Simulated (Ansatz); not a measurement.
# What a change does: single-point calculation on CH$_{4}$AlNO

System: CH$_{4}$AlNO, SMILES [NH2][AlH][CH]=O.
Method of run 1: RKS r2SCAN-D4/def2-TZVPP (Ansatz 0.2.0).

The geometry comes from this level: PBE0-D4/def2-TZVP. Text and figures count atoms from 1; the logs count them from 0 in places.

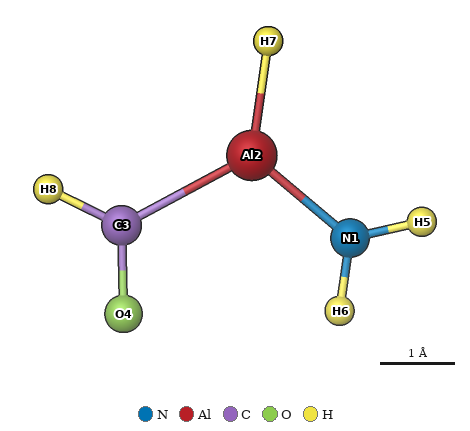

Fig. 1: The input geometry (ball-and-stick view, seen on its broad side; atoms are numbered from 1 in the order of the input). Sticks mark near contacts. Bond lengths as drawn: Al–C 2.02 Å, Al–H 1.58 Å, Al–N 1.76 Å, C–H 1.12 Å, C–O 1.21 Å and H–N 1.01 Å.

**The input, run 1**
```yaml
crystal:
  periodic: [false, false, false]
  atoms:
    - {symbol: N, position_ang: [-0.601561, 1.119545, -0.859374]}
    - {symbol: Al, position_ang: [0.699498, 0.376085, 0.059353]}
    - {symbol: C, position_ang: [0.147554, -1.421091, 0.811143]}
    - {symbol: O, position_ang: [-0.978778, -1.797300, 0.565964]}
    - {symbol: H, position_ang: [-0.580350, 2.008027, -1.331160]}
    - {symbol: H, position_ang: [-1.498057, 0.672130, -0.973800]}
    - {symbol: H, position_ang: [2.108010, 1.077032, 0.240201]}
    - {symbol: H, position_ang: [0.795784, -2.091528, 1.431772]}
basis:
  gaussian: {orbitals: def2-TZVPP}
hamiltonian: {xc: r2scan, dispersion: d4}
output: {forces: true, orbitals: {seedname: orbitals}}
```

Command:
```bash
ansatz run in.yaml --threads 2 --pin off --events-out ev --progress --plain --max-ram 4352MiB
```

Hardware: 2 threads of Arm Neoverse V1, 23 GiB of memory available, shared host.

**Output (run 1)**
```
Functional definition: r2SCAN
  parameter k0 = 0.174
  parameter k1 = 0.065
  parameter a1 = 4.9479
  exchange = r2scan_x(k0 = k0, k1 = k1, a1 = a1)
  correlation = r2scan_c
991 factors; their error is unknown
mean field evaluation 1: about -11222.5473 eV, gradient 8.1e1 eV
mean field evaluation 2: about -11169.5148 eV, gradient 1.5e2 eV
mean field evaluation 4: about -11233.7386 eV, gradient 2.6e1 eV
mean field evaluation 8: about -11235.0889 eV, gradient 7.9e-2 eV
mean field evaluation 16: about -11235.0768 eV, gradient 3.1e-5 eV
mean field -11235.07683747 eV, -412.8814583685 hartree, gradient 3.3e-5 eV, S^2 0.000000; 0 other end points of the search recorded, 0 dependent functions left out
the calculation of the forces begins
reference -11235.07684987 eV, -412.8814588241 hartree; 19, 19 occupied and 172, 172 virtual orbitals, 991 factors
Total energy: -11235.10740825 eV, -412.8825818240 hartree
Atom 0 at    -0.601561     1.119545    -0.859374 Å, force     0.033683    -0.026910     0.027916 eV/Å
Atom 1 at     0.699498     0.376085     0.059353 Å, force     0.085880     0.006740     0.030404 eV/Å
Atom 2 at     0.147554    -1.421091     0.811143 Å, force     0.357379     0.184664     0.042645 eV/Å
Atom 3 at    -0.978778    -1.797300     0.565964 Å, force    -0.434265    -0.138635    -0.097930 eV/Å
Atom 4 at    -0.580350     2.008027    -1.331160 Å, force    -0.043936     0.010045    -0.022816 eV/Å
Atom 5 at    -1.498057     0.672130    -0.973800 Å, force    -0.031482     0.025918    -0.026622 eV/Å
Atom 6 at     2.108010     1.077032     0.240201 Å, force    -0.019852     0.009060    -0.012752 eV/Å
Atom 7 at     0.795784    -2.091528     1.431772 Å, force     0.052592    -0.070881     0.059153 eV/Å
Dipole moment:     0.185417     0.287926    -0.081612 e Å
```

The input of run 2 differs as follows (lines with − go, lines with + come):
```diff
-hamiltonian: {xc: r2scan, dispersion: d4}
+hamiltonian: {xc: pbe, dispersion: d4}
```

Predict how the results change.

The total energies belong to different models, so their difference says nothing on which is more stable or more accurate. The largest force goes from 0.466 to 1.082 eV/Å. The HOMO goes from −5.27 to −5.04 eV. The LUMO goes from −2.76 to −2.94 eV. The dipole moment goes from 1.69 to 1.59 D. On the same kind of shared host run 2 took about 0.57 times as long.

**Output (run 2)**
```
Functional definition: PBE
  parameter kappa = 0.804
  parameter beta = 0.06672455060314922
  exchange = pbe_x(kappa = kappa, mu = beta*pi^2/3)
  correlation = pbe_c(beta = beta)
991 factors; their error is unknown
mean field evaluation 1: about -11214.1156 eV, gradient 8.8e1 eV
mean field evaluation 2: about -11136.5189 eV, gradient 1.8e2 eV
mean field evaluation 4: about -11226.2947 eV, gradient 4.0e1 eV
mean field evaluation 8: about -11229.2622 eV, gradient 1.5e-1 eV
mean field evaluation 16: about -11229.2497 eV, gradient 4.1e-4 eV
mean field -11229.24969431 eV, -412.6673148072 hartree, gradient 2.6e-5 eV, S^2 0.000000; 0 other end points of the search recorded, 0 dependent functions left out
the calculation of the forces begins
reference -11229.24973641 eV, -412.6673163542 hartree; 19, 19 occupied and 172, 172 virtual orbitals, 991 factors
Total energy: -11229.37639442 eV, -412.6719709501 hartree
Atom 0 at    -0.601561     1.119545    -0.859374 Å, force     0.065140    -0.023964     0.038845 eV/Å
Atom 1 at     0.699498     0.376085     0.059353 Å, force     0.270665    -0.070478     0.145606 eV/Å
Atom 2 at     0.147554    -1.421091     0.811143 Å, force     0.686171     0.315394     0.102917 eV/Å
Atom 3 at    -0.978778    -1.797300     0.565964 Å, force    -1.005344    -0.332773    -0.220409 eV/Å
Atom 4 at    -0.580350     2.008027    -1.331160 Å, force    -0.015395     0.307739    -0.172379 eV/Å
Atom 5 at    -1.498057     0.672130    -0.973800 Å, force    -0.321565    -0.136509    -0.054104 eV/Å
Atom 6 at     2.108010     1.077032     0.240201 Å, force     0.109291     0.091293    -0.005882 eV/Å
Atom 7 at     0.795784    -2.091528     1.431772 Å, force     0.211036    -0.150702     0.165406 eV/Å
Dipole moment:     0.158067     0.277104    -0.086649 e Å
```

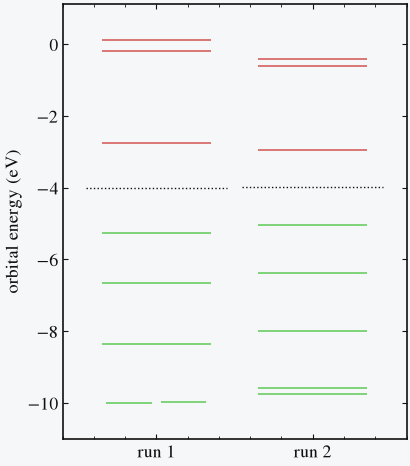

Fig. 2: The five highest filled and three lowest empty orbital energies of the two runs; the dotted lines part filled from empty levels. The HOMO–LUMO gap is 2.52 eV in run 1 and 2.10 eV in run 2.

**The two runs side by side**

```tsv
quantity	run 1	run 2
outcome	converged	converged
total energy (hartree)	−412.882582	−412.671971
HOMO (eV)	−5.27	−5.04
LUMO (eV)	−2.76	−2.94
dipole moment (D)	1.69	1.59
largest force (eV/Å)	0.466	1.082
basis functions	191	191
wall time (shared host)	4.2 s	2.4 s
```
